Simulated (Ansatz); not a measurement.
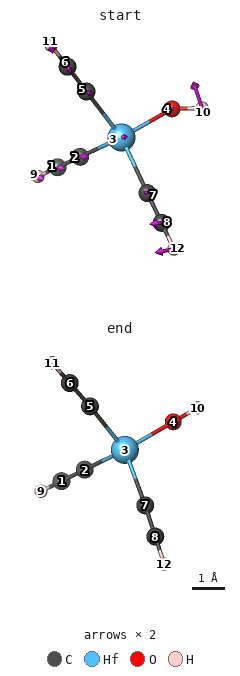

The structure of C6H4HfO before (top) and after (bottom) a relaxation, at one scale. The purple arrows give the displacements, magnified 2 times.

A ball-and-stick model, seen from a free direction.

The start comes from GFN2-xTB.

Theory: RKS PBE0-D4/def2-TZVP in Ansatz. Set-up: force threshold 0.005 eV/Å; at most 150 steps.

Describe what moved and what it gained.

Answer. After 12 accepted moves (14 points after the start) the energy has fallen by 18.3 kJ/mol. Largest force component: 1.4 eV/Å at the start, 0.00036 eV/Å at the end. The line search rejected the trial steps at points 5, 8 of the run. The forces were under the threshold at step 11, but the run went on from there. The atom that moves furthest after the best rigid fit is H10 (0.64 Å). By element the largest moves are H 0.64 Å, C 0.20 Å, Hf 0.11 Å, O 0.05 Å. Among the contacts that change: Hf3–O4 1.956 → 1.888 Å, Hf3–C7 2.246 → 2.183 Å, C2–Hf3 2.240 → 2.183 Å, C1–H9 1.057 → 1.067 Å. Bond angles that change, for instance: Hf3–O4–H10 139.8° → 180.0°, O4–Hf3–C7 104.1° → 109.0°, C2–Hf3–C7 112.9° → 109.9°. Cost: 110 s on 4 threads of Arm Neoverse V2, on a shared host.
